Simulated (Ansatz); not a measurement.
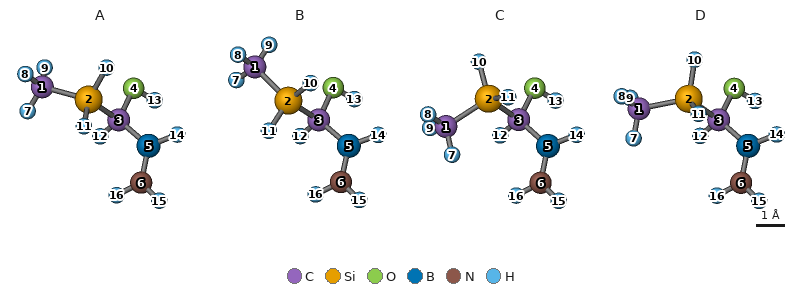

4 geometries from a converged minimum-energy path of C2H10BNOSi, shuffled. A ball-and-stick model, seen at a tilt.

The calculation used RKS r2SCANh/STO-3G (Ansatz). Run with 7 movable images; climbing image; force threshold 0.05 eV/Å; iteration limit 22; starting path by image-dependent pair potential.

Q: Which frame is the top of the path?

A: D. In order along the path, whose images run from 0 to 8: C (image 2, +2.79 kJ/mol), D (image 4, +5.20 kJ/mol), A (image 6, +2.27 kJ/mol), B (image 8, −0.72 kJ/mol). The motion is a rotation about the Si2–C3 bond by about 120°. No bond forms or breaks between the ends.

Limits of the set-up: STO-3G is a minimal basis, so the numbers are rough.

The run took 3.4 min on 1 thread of Arm Neoverse V2, with other jobs on the host, peak memory 0.15 GiB.
